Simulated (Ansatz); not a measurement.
## Atom list for Liquid pyrrole from a run at 300 K (150 atoms)

Geometry: the frame at 86 fs of a trajectory (instantaneous temperature 298 K). Computed with Ansatz 0.2.0: Kohn-Sham DFT, LDA, PAW (set soft_2), plane waves; cutoff 420 eV, Γ point, gaussian smearing of 0.025 eV; density 0.970 g/cm³.

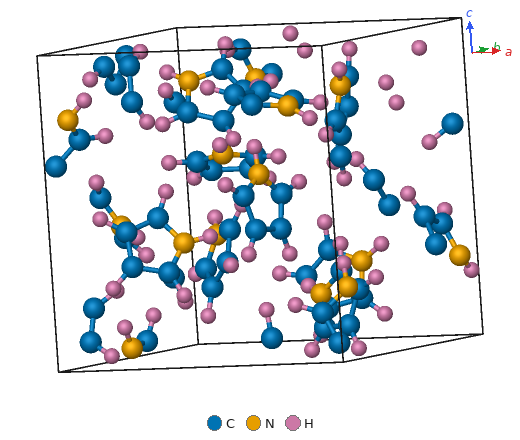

The structure (carbon blue, nitrogen orange, hydrogen pink). Bonds to atoms that aren't drawn are left out. Some periodic images of atoms are drawn too.

Cell vectors (Å):

```
11.988 0.000 0.000
0.000 11.988 0.000
0.000 0.000 11.988
```

Positions (Å):

```
1 C 4.689 5.480 3.533
2 C 3.747 5.967 2.572
3 C 3.022 6.984 3.221
4 N 3.532 7.068 4.464
5 C 4.519 6.224 4.712
6 H 5.272 4.589 3.482
7 H 3.703 5.531 1.529
8 H 2.243 7.656 2.974
9 H 3.152 7.784 5.079
10 H 5.107 6.219 5.633
11 C 7.435 1.509 10.136
12 C 7.863 2.878 10.134
13 C 9.196 2.890 9.746
14 N 9.617 1.575 9.645
15 C 8.523 0.730 9.801
16 H 6.467 1.233 10.468
17 H 7.316 3.750 10.259
18 H 9.992 3.598 9.589
19 H 10.562 1.451 9.165
20 H 8.791 11.685 9.661
21 C 11.521 11.565 8.021
22 C 0.019 0.934 7.710
23 C 0.938 1.226 8.673
24 N 1.044 0.143 9.503
25 C 0.109 11.168 9.234
26 H 10.747 11.068 7.396
27 H 11.781 1.558 6.831
28 H 1.587 2.127 8.716
29 H 1.769 0.165 10.231
30 H 0.236 10.220 9.763
31 C 8.453 8.232 8.002
32 C 8.322 9.239 8.989
33 C 8.699 8.680 10.161
34 N 9.023 7.331 9.932
35 C 8.844 7.082 8.626
36 H 8.086 8.275 6.979
37 H 7.914 10.234 8.897
38 H 8.732 8.901 11.178
39 H 9.349 6.673 10.579
40 H 8.889 6.096 8.178
41 C 11.160 1.444 0.636
42 C 0.513 1.861 0.960
43 C 0.494 2.370 2.194
44 N 11.228 2.324 2.670
45 C 10.427 1.693 1.771
46 H 10.776 0.992 11.758
47 H 1.448 1.682 0.420
48 H 1.237 2.901 2.793
49 H 10.875 2.828 3.537
50 H 9.389 1.534 2.116
51 C 11.325 4.984 6.482
52 C 11.452 5.878 5.444
53 C 0.479 5.442 4.594
54 N 0.929 4.298 5.122
55 C 0.283 3.976 6.243
56 H 10.661 4.948 7.297
57 H 11.010 6.888 5.410
58 H 1.080 5.965 3.868
59 H 1.774 3.885 4.708
60 H 0.577 3.138 6.894
61 C 3.744 9.834 6.737
62 C 2.379 9.352 6.753
63 C 2.444 8.017 7.187
64 N 3.686 7.733 7.473
65 C 4.526 8.785 7.263
66 H 4.027 10.790 6.266
67 H 1.411 9.764 6.457
68 H 1.625 7.285 7.238
69 H 4.036 6.830 7.875
70 H 5.597 8.581 7.237
71 C 3.542 11.122 0.195
72 C 3.657 0.366 11.450
73 C 3.843 0.030 10.112
74 N 3.828 10.676 10.045
75 C 3.551 10.106 11.225
76 H 3.384 11.150 1.270
77 H 3.684 1.350 11.907
78 H 4.126 0.624 9.300
79 H 3.942 10.169 9.154
80 H 3.521 9.050 11.290
81 C 9.747 6.225 2.285
82 C 9.283 6.155 0.947
83 C 8.027 6.622 0.850
84 N 7.727 7.100 2.096
85 C 8.752 6.894 2.946
86 H 10.688 5.882 2.740
87 H 9.839 5.729 0.088
88 H 7.351 6.771 0.011
89 H 6.924 7.694 2.376
90 H 8.598 7.277 3.944
91 C 5.494 6.220 9.953
92 C 4.944 5.452 8.885
93 C 3.584 5.209 9.273
94 N 3.388 5.890 10.402
95 C 4.482 6.568 10.759
96 H 6.527 6.489 10.243
97 H 5.576 4.901 8.229
98 H 2.747 4.704 8.892
99 H 2.400 6.078 10.749
100 H 4.386 7.169 11.654
101 C 6.596 9.928 1.361
102 C 5.857 9.724 2.594
103 C 6.819 9.852 3.547
104 N 7.996 10.207 3.056
105 C 7.957 10.097 1.665
106 H 6.198 9.947 0.333
107 H 4.803 9.630 2.737
108 H 6.790 9.716 4.611
109 H 8.899 10.125 3.684
110 H 8.841 10.142 1.034
111 C 11.018 9.676 4.696
112 C 11.760 8.997 3.675
113 C 0.209 9.877 2.704
114 N 11.704 11.056 3.074
115 C 11.067 11.024 4.299
116 H 10.619 9.212 5.608
117 H 0.054 7.980 3.742
118 H 0.709 9.722 1.793
119 H 11.750 11.877 2.442
120 H 10.758 11.943 4.745
121 C 7.879 1.652 5.001
122 C 8.230 3.049 4.907
123 C 8.124 3.541 6.191
124 N 7.720 2.541 7.027
125 C 7.597 1.376 6.314
126 H 7.815 1.032 4.125
127 H 8.276 3.575 3.913
128 H 8.408 4.513 6.550
129 H 7.567 2.624 8.069
130 H 7.320 0.450 6.826
131 C 0.129 6.238 10.351
132 C 0.129 7.286 11.327
133 C 0.447 6.771 0.574
134 N 0.494 5.379 0.420
135 C 0.277 5.063 11.117
136 H 11.874 6.230 9.284
137 H 11.926 8.370 11.167
138 H 0.571 7.224 1.496
139 H 0.569 4.729 1.260
140 H 0.186 3.990 10.732
141 C 2.721 1.073 5.122
142 C 3.065 0.688 3.832
143 C 4.302 1.267 3.529
144 N 4.604 2.082 4.569
145 C 3.611 2.015 5.546
146 H 1.876 0.634 5.684
147 H 2.505 0.075 3.084
148 H 4.958 1.100 2.663
149 H 5.413 2.700 4.737
150 H 3.846 2.378 6.510
```

Q: Give the force on every atom.

Columns: atom, fx, fy, fz (forces in eV/Å).

```
1 -1.169 1.028 0.557
2 0.252 -0.492 -0.026
3 1.725 -1.742 -0.516
4 -1.046 1.603 0.257
5 0.928 -1.347 -1.097
6 0.736 -0.456 -0.393
7 -0.325 0.726 1.069
8 -0.811 0.686 -0.633
9 0.082 0.250 0.685
10 -0.307 -0.026 -0.049
11 1.316 1.048 -0.093
12 1.844 -1.741 -1.086
13 -0.004 -1.998 0.756
14 -0.650 1.410 -0.867
15 1.711 1.206 -0.017
16 -1.002 -0.689 0.152
17 -1.401 1.577 0.557
18 -0.105 0.861 0.054
19 -1.170 -0.784 0.459
20 -0.534 -0.641 0.165
21 -0.515 1.199 -0.176
22 -0.877 -2.035 -0.077
23 0.681 -0.128 0.083
24 -0.356 1.328 0.497
25 1.245 0.757 -1.745
26 0.491 0.052 0.626
27 -0.211 -0.449 0.361
28 -0.228 -0.690 0.331
29 -0.080 -0.355 0.301
30 -0.528 0.017 -0.150
31 -0.750 0.239 -0.223
32 0.030 -0.234 -0.337
33 0.693 -2.814 -0.301
34 -1.145 2.626 -1.688
35 -0.014 -0.151 -0.690
36 0.184 0.114 -0.168
37 -0.051 0.263 -0.259
38 -0.065 1.188 1.760
39 0.721 -1.018 1.606
40 0.285 -0.300 0.095
41 1.098 0.320 1.898
42 -0.116 -1.140 -1.927
43 0.519 1.786 1.776
44 -1.055 0.381 1.523
45 -0.997 0.660 0.547
46 -0.348 -0.706 -1.323
47 -0.257 0.092 -0.306
48 0.279 -0.349 -0.154
49 0.514 -0.884 -1.118
50 0.299 -0.043 -0.735
51 1.535 -1.697 -0.638
52 0.187 1.839 -0.824
53 -1.088 0.767 0.984
54 1.389 -0.471 -1.062
55 -0.536 0.005 1.311
56 -0.946 0.226 1.034
57 -0.143 -0.483 -0.227
58 0.049 0.132 -0.548
59 -0.097 -0.502 0.604
60 -0.086 0.289 -0.503
61 -1.050 -0.650 0.202
62 0.840 -1.100 0.020
63 -2.191 1.402 -0.579
64 2.316 -0.784 0.834
65 -0.678 0.571 -1.096
66 0.184 -0.301 0.433
67 0.346 0.504 -0.124
68 0.239 0.124 0.188
69 -0.193 0.274 -0.098
70 0.072 0.315 0.318
71 -0.716 0.926 -1.233
72 0.281 -1.073 0.067
73 0.224 -0.300 2.262
74 -0.279 -0.225 -1.352
75 0.642 1.329 1.293
76 -0.025 -0.572 0.105
77 0.032 0.193 -0.086
78 0.256 0.910 -1.407
79 -0.060 -0.090 -0.030
80 -0.129 -1.078 0.227
81 0.128 0.375 -0.154
82 1.913 -1.683 -0.952
83 -0.977 1.258 0.931
84 -0.805 0.343 0.037
85 -0.575 -0.147 0.093
86 -0.279 0.126 -0.310
87 -0.053 -0.092 0.504
88 0.019 -0.066 0.025
89 0.144 -0.300 -0.396
90 0.378 -0.104 0.498
91 1.146 0.308 -0.770
92 -1.119 -0.682 2.086
93 2.696 0.652 -0.336
94 -2.450 0.673 0.096
95 -0.904 0.274 1.877
96 -0.219 -0.041 -0.905
97 0.166 -0.492 -0.976
98 -0.929 -0.903 -1.047
99 1.069 -0.231 -0.307
100 0.514 0.173 0.284
101 0.526 -0.180 0.026
102 1.727 0.502 -1.844
103 -0.825 0.223 1.726
104 3.316 -1.280 -0.618
105 -1.854 0.646 1.050
106 0.010 -0.121 0.389
107 -0.683 -0.262 0.066
108 -0.501 0.063 0.706
109 -1.556 0.278 -1.570
110 0.014 0.267 0.067
111 1.117 0.748 -1.300
112 -0.095 0.305 0.566
113 -1.557 -0.991 2.042
114 -0.150 2.096 0.421
115 0.209 -1.528 -1.212
116 0.101 0.314 -0.128
117 0.102 -1.285 -0.068
118 0.734 -0.158 -1.224
119 -0.075 -0.041 0.477
120 -0.497 0.625 0.369
121 0.291 1.293 -0.046
122 -0.873 -0.912 -0.594
123 -0.121 -0.241 -0.165
124 0.233 -0.212 -0.029
125 -0.111 0.230 0.291
126 -0.081 -0.701 -0.195
127 0.434 -0.142 1.141
128 -0.123 0.510 0.293
129 0.394 -0.089 -0.794
130 -0.021 0.150 -0.129
131 -0.498 -0.819 1.850
132 0.612 0.897 -0.537
133 -0.623 -2.460 -2.617
134 0.161 0.830 1.614
135 -0.125 -0.983 -1.620
136 0.070 0.261 0.132
137 0.224 -0.666 -0.092
138 0.114 0.873 1.890
139 -0.059 0.553 -1.488
140 0.285 1.316 0.800
141 -1.657 -0.286 0.337
142 0.946 -0.596 -1.613
143 -0.663 0.106 0.152
144 -0.449 0.544 1.128
145 1.445 -0.810 -1.558
146 0.244 0.457 -0.114
147 0.317 0.195 0.871
148 -0.194 0.283 0.242
149 0.012 -0.583 -0.500
150 0.003 0.650 1.092
```

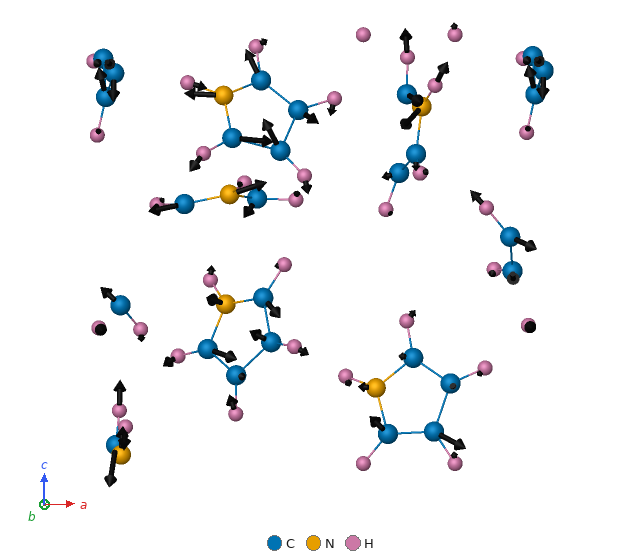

The forces as arrows, the longest 3.65 eV/Å. Drawn is a slice 4 Å thick, seen along the normal of the ac plane. Bonds to atoms that aren't drawn are left out.

The network of contacts between molecules at the start is that of the classical potential that made the cell. The functional has no dispersion term, which matters for the binding between molecules or layers, where LDA binds through overlap of densities alone. The density was typed from a rule of thumb and may lie off the real one at this temperature. Only the Γ point is sampled, in a cell whose shortest periodic width is 12 Å.

The r.m.s. force component is 0.891 eV/Å; the longest force, 3.65 eV/Å, acts on C133. The energy lies 0.2 meV/atom above that of the first step of this run.

[Logs are printed without paths, hosts, clocks, repeated set-up lines and the standing remarks that a program may print on its own settings, such as how far it seeks lower states.]

[Hosts, paths, dates, database ids (printed as entryN), source tags and the programs' standing remarks are cut or masked in the printed files.]
